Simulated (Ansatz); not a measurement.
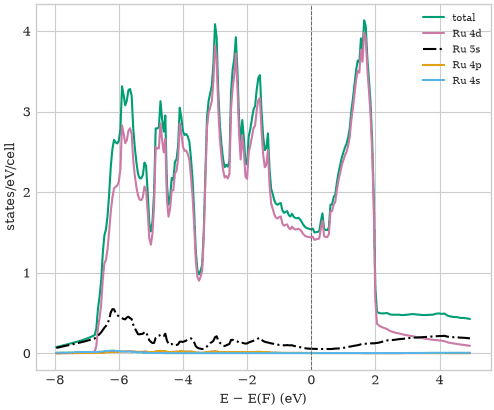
Figure: Total and projected density of states of Ru (hcp (Mg type), P6_3/mmc), plane-wave PAW r²SCAN+D4 (Ansatz code)

**Question.** Which orbitals carry the states next to the Fermi level?

**Answer.** Within 0.5 eV of the Fermi level: Ru 4d 93 %. Projections are on Löwdin-orthogonalised atomic valence shells; empty p or d shells of many metals are not among them.

**Question.** Where is the tallest occupied peak in this window, and what makes it?

**Answer.** Near -3.0 eV, about 4.1 states/eV per cell; the largest projected share is Ru 4d.

The r²SCAN+D4 relaxation kept the symmetry of its start. No spin polarisation was allowed. The pairwise dispersion correction was not fitted to metals. Scalar-relativistic: spin–orbit coupling is off unless named, which matters more the heavier the elements.

Potentials: the later of the program's two PAW sets.
